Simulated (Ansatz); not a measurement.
# Ru2Rh: one candidate of a structure search, part 2 of 2

Where does this trial cell of Ru2Rh go when cell and atoms are let free, and does the end survive a random kick?

Ansatz 0.2.0; DFT PBE, scalar-relativistic, plane waves, PAW. Earlier steps stand in the parts before.

### Step 7. Random kick, then relaxation

Atoms are moved at random (σ = 0.15 Å a coordinate) and the cell is strained at random (σ = 1.5 % a component).

Contents of input.yaml:

```yaml
crystal:
  lattice:
    - [2.6756712597, -0.0042525775, -0.0216937137]
    - [-0.0073657785, 4.6325952084, 0.0216043506]
    - [-0.1030820598, 0.0592692954, 13.0137222971]
  atoms:
    - { symbol: Ru, position: [1.0314580479, 0.356600745, 0.577402771] }
    - { symbol: Ru, position: [0.5274892077, 0.8387783067, 0.5774408853] }
    - { symbol: Ru, position: [0.4383660681, 0.1960889984, 0.0749555969] }
    - { symbol: Ru, position: [-0.0832305921, 0.6217103221, 0.07323033] }
    - { symbol: Ru, position: [1.0373120296, 0.3370259598, 0.9256878644] }
    - { symbol: Ru, position: [0.5118700663, 0.8364152586, 0.9150436439] }
    - { symbol: Ru, position: [0.4848815281, 0.14226538, 0.4121226493] }
    - { symbol: Ru, position: [0.008055699, 0.6591732071, 0.412299379] }
    - { symbol: Rh, position: [1.0614466407, 0.3315175443, 0.2583296085] }
    - { symbol: Rh, position: [0.5491852773, 0.849279864, 0.2604438596] }
    - { symbol: Rh, position: [0.4404212113, 0.1760528615, 0.7603022788] }
    - { symbol: Rh, position: [-0.007255184, 0.6550915524, 0.7527411333] }
basis:
  ecutwfc: 420
kpoints:
  mp_grid: { grid: [8, 6, 2] }
hamiltonian:
  xc: pbe
scf:
  occupations: { method: gaussian, width: 0.2 }
  lower_state_search: "off"
output:
  forces: true
  stress: true
  eigenvalues: true
relax:
  adjacent_minimum: "off"
  f_tol: 0.025
  max_steps: 60
  cell: { stress_tol: 0.25 }
```

Command:

```sh
ansatz run input.yaml --threads 4 --pin off --max-ram 8192MiB --backend cpu --events-out ev --progress --plain --runs-dir out
```

What it wrote:

```text
Warning: RAYON_NUM_THREADS=4 ignored (pool sized by the plan → 4); use --threads N
Engine: ansatz 0.2.0, x86_64-unknown-linux-gnu
Pseudopotentials: kind: paw
Pseudopotential: Ru, paw, valence charge 16, recommended cutoff 420 eV (normal), Ru.paw.azcp
Pseudopotential: Rh, paw, valence charge 17, recommended cutoff 420 eV (normal), Rh.paw.azcp
Functional definition: PBE
  parameter kappa = 0.804
  parameter beta = 0.06672455060314922
  exchange = pbe_x(kappa = kappa, mu = beta*pi^2/3)
  correlation = pbe_c(beta = beta)
Crystal: 12 atoms, lattice volume = 161.295 Å³
Basis set: ecut = 420 eV, 3155 PW (Γ), exchange–correlation on 36×64×180 points (8 copies of the dense FFT grid, shifted against one another)
Bands: 118, of which v1, the nominal top of the filled ones, is band 98 counted from 1 (97 counted from 0)
Symmetry: 1 space group operations
Space group: P1 (ITA 1), of the structure as read, at distance tolerance 5.4e-5 Å
k-points: 52 of 96 (time reversal used)
Non-local potential: Ru, projectors of the file, l = 0: 3, l = 1: 2, l = 2: 2, l = 3: 1
Non-local potential: Rh, projectors of the file, l = 0: 3, l = 1: 2, l = 2: 2, l = 3: 1
PAW form: soft (Blöchl's): semilocal exchange-correlation on the pseudo side does not see the compensation charge
PAW one-centre angular grid: Ru, 590 points (default); XC on 64 Gauss nodes
PAW one-centre angular grid: Rh, 590 points (default); XC on 64 Gauss nodes
Initial density: superposition of atomic densities (neutral atoms: chi_scale 0, normalization atom), corrected by the library's trained network
Initial wavefunctions: pseudopotential atomic-orbital guess
Functional: x = pbe(κ = 0.804, μ = 0.2195149727645171), c = pbe(β = 0.06672455060314922)
SCF iter   1: F=—  HF=-72638.055537 eV  |F-HF|=—  |Δ(HF+E_count)|=         —  Δρ=1.45e-2  dr2=2.09e0  ethr=1.77e-3  ⟨swp⟩=5.0  Hψ=18677  notcnv=0  defer=2
preconditioner: auto → Kerker (q_TF=auto, 2.818 Å⁻¹)  [metal: Δε(μ)=0.001 eV  Ē_g=5.472 eV  σ=0.200 eV  W_gap=0.00  n_scr=64 (ndim 8)  ℏωp=29.2 eV  f_vac=0.000  D(μ)=12.46/eV (n_scr^D=154)]
SCF iter   2: F=—  HF=-72638.040302 eV  |F-HF|=—  |Δ(HF+E_count)|=   1.52e-2  Δρ=7.44e-3  dr2=7.33e-1  ethr=1.06e-3  ⟨swp⟩=1.0  Hψ=7072  notcnv=0  defer=2
SCF iter   3: F=—  HF=-72638.029970 eV  |F-HF|=—  |Δ(HF+E_count)|=   1.03e-2  Δρ=1.11e-3  dr2=3.37e-2  ethr=3.74e-4  ⟨swp⟩=1.0  Hψ=5847  notcnv=0  defer=2
SCF iter   4: F=—  HF=-72638.028811 eV  |F-HF|=—  |Δ(HF+E_count)|=   1.16e-3  Δρ=3.79e-4  dr2=1.80e-3  ethr=1.72e-5  ⟨swp⟩=1.0  Hψ=5847  notcnv=0  defer=2
SCF iter   5: F=—  HF=-72638.028773 eV  |F-HF|=—  |Δ(HF+E_count)|=   3.82e-5  Δρ=1.24e-4  dr2=8.75e-5  ethr=9.18e-7  ⟨swp⟩=1.0  Hψ=5848  notcnv=0  defer=2
SCF iter   6: F=—  HF=-72638.028757 eV  |F-HF|=—  |Δ(HF+E_count)|=   1.55e-5  Δρ=3.87e-5  dr2=3.76e-6  ethr=4.46e-8  ⟨swp⟩=2.0  Hψ=6919  notcnv=0  defer=2
SCF iter   7: F=—  HF=-72638.028757 eV  |F-HF|=—  |Δ(HF+E_count)|=   6.84e-9  Δρ=1.10e-5  dr2=4.13e-7  ethr=1.92e-9  ⟨swp⟩=2.2  Hψ=7937  notcnv=0  defer=2
SCF iter   8: F=-72638.028757 eV  HF=-72638.028757 eV  |F-HF|=2.91e-8  |Δ(HF+E_count)|=   2.52e-8  Δρ=3.00e-6  dr2=3.71e-8  ethr=5.10e-11  ⟨swp⟩=8.2  Hψ=21570  notcnv=0
SCF 1 converged in 8 iterations: F = -72638.028757 eV  dr2 = 3.71e-8
relax step   1: F+E_penalty+E_count = -72638.02875742 eV  Δ(F+E_penalty+E_count) = +0.000e0 eV  max|allowed force component| = 5.233e0 eV/Å  Δτ_max = 0.0000 Å  P = +20.913 GPa  Ω = 161.295 Å³  (8 SCF iters, dr2 threshold 1.00e-7 eV, accepted)
[... 14 lines left out ...]
relax step   2: F+E_penalty+E_count = -72640.87023646 eV  Δ(F+E_penalty+E_count) = -2.841e0 eV  max|allowed force component| = 1.353e0 eV/Å  Δτ_max = 0.1945 Å  P = -4.153 GPa  Ω = 169.711 Å³  energy of the carried Pulay correction = -5.163e-3 eV  (7 SCF iters, dr2 threshold 1.20e-6 eV, accepted)
[... 12 lines left out ...]
relax step   3: F+E_penalty+E_count = -72641.18649850 eV  Δ(F+E_penalty+E_count) = -3.163e-1 eV  max|allowed force component| = 6.563e-1 eV/Å  Δτ_max = 0.1411 Å  P = +0.919 GPa  Ω = 165.979 Å³  energy of the carried Pulay correction = -2.906e-3 eV  (7 SCF iters, dr2 threshold 1.20e-6 eV, accepted)
[... 11 lines left out ...]
relax step   4: F+E_penalty+E_count = -72641.22985156 eV  Δ(F+E_penalty+E_count) = -4.335e-2 eV  max|allowed force component| = 2.920e-2 eV/Å  Δτ_max = 0.0594 Å  P = -0.116 GPa  Ω = 166.483 Å³  energy of the carried Pulay correction = -3.213e-3 eV  (6 SCF iters, dr2 threshold 1.20e-6 eV, accepted)
[... 13 lines left out ...]
relax step   5: F+E_penalty+E_count = -72641.23058964 eV  Δ(F+E_penalty+E_count) = -7.381e-4 eV  max|allowed force component| = 3.109e-3 eV/Å  Δτ_max = 0.0032 Å  P = +0.015 GPa  Ω = 166.424 Å³  energy of the carried Pulay correction = -3.177e-3 eV  (6 SCF iters, dr2 threshold 4.21e-7 eV, accepted)
[... 16 lines left out ...]
relax step   6: F+E_penalty+E_count = -72641.23313130 eV  Δ(F+E_penalty+E_count) = -2.542e-3 eV  max|allowed force component| = 3.155e-3 eV/Å  Δτ_max = 0.0000 Å  P = -0.004 GPa  Ω = 166.424 Å³  stress off target by 6.92e-2 GPa  SCF on the basis re-selected at this cell (its energy is not comparable with the rows above)  (8 SCF iters)
basis re-selected at this cell: Δ(F+E_penalty+E_count) = -2.542e-3 eV, ΔP = -0.019 GPa vs the last step (what re-selecting the basis moved, of the pressure what is left beyond the Pulay correction that the steps carried, after the strain that the cell walked since its last selection, with what the two solves' SCF thresholds leave and, on support functions, any second-order correction that the steps lacked; it is no measure of the basis error at this ecutwfc). The dense FFT grid was sized anew with the basis: this SCF ran on 20×32×90 points, the steps before it on 18×32×90, so part of this shift can come from that change (see relax.cell in the input reference). This SCF's stress stands 6.92e-2 GPa from its target on what of the cell is left free (relax.cell.stress_tol is 2.50e-1 GPa) and its largest allowed force component is 3.15e-3 eV/Å (relax.f_tol is 2.50e-2 eV/Å): within both
SCF converged after 8 iterations
Free energy (F): -72641.233131 eV
Harris-Foulkes:  -72641.233131 eV  (|F-HF|=0.00e0)
Internal energy: -72640.992468 eV  (E = F + TS)
E sigma→0 (E₀):  -72641.112799 eV
Entropy (-TS):   -0.240664 eV (-20.055 meV/atom)
Fermi energy:    22.775766 eV
--- Per-component energies (eV) ---
  E_band       = -848.621093
  E_kinetic    = 6402.059691
  E_local      = -16569.432030  (includes V_loc(G=0)·N_el)
  E_nonlocal   = 4160.522846
  E_hartree    = 5520.527388
  E_xc         = -2411.165889
  E_vxc        = -3027.010240  (∫ρ·V_xc dr)
  E_paw        = -42032.266234  (= ΣΔE_a)
  E_vpaw       = -2855.818155  (= ΣTr[D̂ρ^β])
  E_aug_tail   = 0.002018  (compensation charges beyond the density's cutoff)
  E_ewald      = -27711.240256
  E_smearing   = -0.240664  (= −TS)
  E_closure    = 0.000000  (closes the sum)
  Σ components = -72641.233131   (vs F -72641.233131, Δ=0.00e0)
--- Forces (eV/Å), atoms counted from 1 ---
  atom   1  Ru    -0.00309611    -0.00057021    -0.00052495
  atom   2  Ru    -0.00315420    -0.00162008    -0.00083297
  atom   3  Ru     0.00238954     0.00096763    -0.00125720
  atom   4  Ru     0.00240476     0.00113494    -0.00103390
  atom   5  Ru    -0.00235282    -0.00156628     0.00171603
  atom   6  Ru    -0.00254502    -0.00069307     0.00085725
  atom   7  Ru     0.00292465     0.00172509     0.00010744
  atom   8  Ru     0.00315462     0.00030882     0.00032234
  atom   9  Rh    -0.00245699    -0.00118818     0.00006645
  atom  10  Rh    -0.00233517    -0.00109051     0.00040412
  atom  11  Rh     0.00238624     0.00140162     0.00015249
  atom  12  Rh     0.00268052     0.00119024     0.00002290
  max |Σ_I F_I| component: 6.33e-9 eV/Å
--- Stress (GPa, compression-positive) ---
       -0.026583      -0.059825      -0.005269
       -0.059825       0.015588       0.000619
       -0.005269       0.000619      -0.000705
  P = ⅓ Tr σ = -0.0039 GPa (-0.039 kbar)
--- Band table (eV; the first three rows and the last of 52) ---
  k-point 0: bands = ["-56.1373", "-56.1372", "-56.0737", "-56.0736", "-50.4066", "-50.4060", "-50.2854", "-50.2848", "-50.2689", "-50.2688", "-50.2287", "-50.2287", "-24.2198", "-24.2193", "-24.1043", "-24.1013", "-24.0243", "-24.0235", "-23.8426", "-23.8425", "-23.7256", "-23.7256", "-23.7233", "-23.7233", "-20.7396", "-20.7277", "-20.6901", "-20.6770", "-20.6744", "-20.6612", "-20.2610", "-20.2556", "-20.1868", "-20.1851", "-20.1091", "-20.1009", "-20.0567", "-20.0299", "-20.0168", "-20.0151", "-19.9892", "-19.9886", "-19.9865", "-19.9859", "-19.8847", "-19.8841", "-19.8828", "-19.8822", "14.7886", "15.8553", "15.8840", "16.4737", "16.5414", "16.6015", "16.6962", "16.8245", "16.8944", "16.9623", "17.0975", "17.2930", "17.3785", "18.0649", "18.2030", "18.4378", "18.6346", "19.4542", "19.5796", "19.6440", "19.6501", "19.7977", "19.8032", "19.8645", "19.8711", "20.0428", "20.0762", "20.1313", "20.1373", "20.2274", "20.2331", "20.3637", "20.4754", "20.4825", "20.6192", "20.6245", "20.7332", "20.9915", "21.0301", "21.0391", "21.0506", "21.2756", "21.3624", "21.6751", "21.9508", "21.9575", "22.1746", "22.3160", "22.3261", "22.8973", "23.1068", "23.1092", "23.2301", "23.3731", "23.6416", "23.6515", "23.6781", "23.6802", "23.8674", "23.9067", "23.9937", "24.1394", "24.1587", "24.1697", "24.3986", "24.4098", "24.5156", "24.8084", "26.2324", "26.9588"]
[... 3 lines left out ...]
--- Relaxed structure (5 steps of the walk, 5 accepted, 1 SCFs on fresh bases) ---
  F+E_penalty+E_count = -72641.23313130 eV   max|allowed force component| = 3.155e-3 eV/Å   (the final SCF, on the basis selected at the relaxed cell)
  cell:  # Å, volume = 166.4235 Å³
    - [2.7250068390622055, 0.0004344385432369592, 5.428934412797862e-5]
    - [0.000751022740170981, 4.718965400908486, -1.06085190988911e-5]
    - [0.00022132753642209457, -2.739999430358825e-5, 12.941969399821014]
  atoms:
    - { symbol: Ru, position: [1.000051856460106, 0.3331554516072806, 0.5806298137824685] }
    - { symbol: Ru, position: [0.5000497905158587, 0.8331721142950734, 0.5806341215349843] }
    - { symbol: Ru, position: [0.49996776383074193, 0.16684379334730393, 0.0806315851030221] }
    - { symbol: Ru, position: [-3.296593350145083e-5, 0.6668325383253216, 0.08063215530776814] }
    - { symbol: Ru, position: [1.0000310341084695, 0.33317150966381864, 0.9193629323406752] }
    - { symbol: Ru, position: [0.5000354877435952, 0.8331562436284574, 0.9193690976536097] }
    - { symbol: Ru, position: [0.49995947851825423, 0.16682473130015213, 0.4193714257953585] }
    - { symbol: Ru, position: [-4.99135621082194e-5, 0.666851977558604, 0.419371758898726] }
    - { symbol: Rh, position: [1.000104492552608, 0.33301104721105207, 0.2500025380694616] }
    - { symbol: Rh, position: [0.5000987581336472, 0.8330094479687468, 0.24999663225151425] }
    - { symbol: Rh, position: [0.49989690362839767, 0.16698412682187316, 0.7499996101187536] }
    - { symbol: Rh, position: [-0.00011268609606842833, 0.6669870181723163, 0.7499983291436588] }
```

Wall time 60 s (4 threads of AMD EPYC 9R45 (Zen 5), shared host); peak memory 1.2 GiB.

Step by step:

```
step  energy from step 1 (eV/cell)  largest force component (eV/Å)  pressure (GPa)  volume (Å³)
   1                        0.0000                          5.2330           20.91       161.29
   2                       -2.8415                          1.3534           -4.15       169.71
   3                       -3.1577                          0.6563            0.92       165.98
   4                       -3.2011                          0.0292           -0.12       166.48
   5                       -3.2018                          0.0031            0.02       166.42
   6                       -3.2044                          0.0032            0.00       166.42
```

Step 1 is the start. Step 6 repeats the geometry before it on a plane-wave basis chosen anew for that cell, so its energy need not be comparable with the rows above.

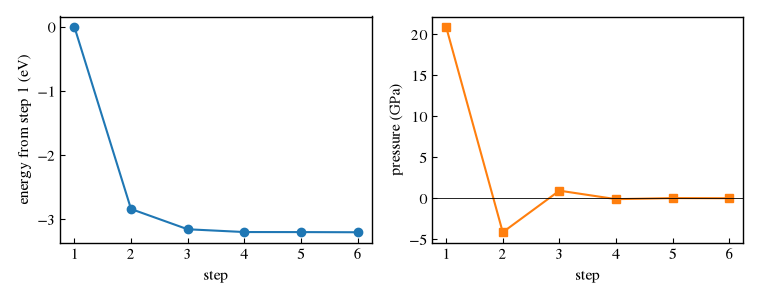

Energy and pressure along the relaxation.

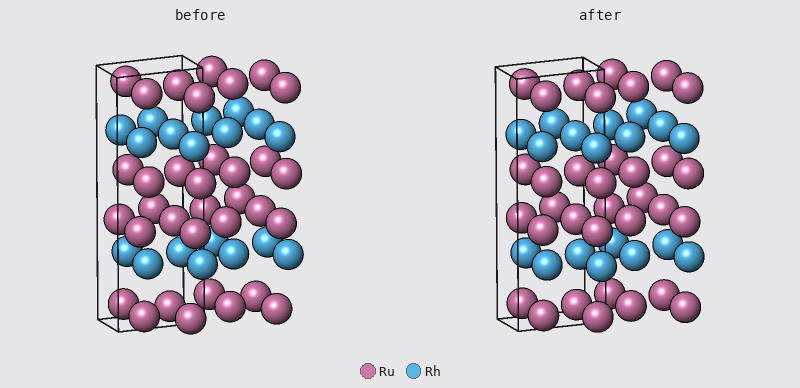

Before and after, at one scale.

|  | before | after | change |
| --- | --- | --- | --- |
| a (Å) | 2.676 | 2.725 | +1.8 % |
| b (Å) | 4.633 | 4.719 | +1.9 % |
| c (Å) | 13.014 | 12.942 | -0.6 % |
| α (°) | 89.47 | 90.00 | +0.6 % |
| β (°) | 90.92 | 90.00 | -1.0 % |
| γ (°) | 90.18 | 89.98 | -0.2 % |
| volume (Å³/atom) | 13.44 | 13.87 | +3.2 % |
| shortest distance (Å) | 2.295 | 2.613 | +13.9 % |
| space group (0.01 Å) | P1 | P6_3/mmc | changed |

Change from the reference: 0.0 meV/atom, +0.0 % in volume. At a tolerance of 0.1 Å, which suits this loose relaxation, its space group is P6_3/mmc.

### Step 8. What came out

What follows sums up all 2 parts.

| quantity | value |
| --- | --- |
| symmetry at the end (tolerance 0.05 Å) | space group P6_3/mmc (No. 194) |
| conventional cell | a = 2.724 Å, b = 2.724 Å, c = 12.944 Å, α = 90.00°, β = 90.00°, γ = 120.00° |
| volume | 13.86 Å³/atom |
| energy over the elements | 0.00 eV/atom |
| gap on the mesh | none (metal) |

**Reading.** The space group P6_3/mmc (No. 194) is kept, at nearly the size of the first guess. The formation energy of this structure is too near zero to say whether it is bound against the elements. The kicked cell came back to the same energy, so the end is stable against the distortions that fit this cell and this draw; modes that don't fit the cell aren't tested. Other magnetic orders were not searched.
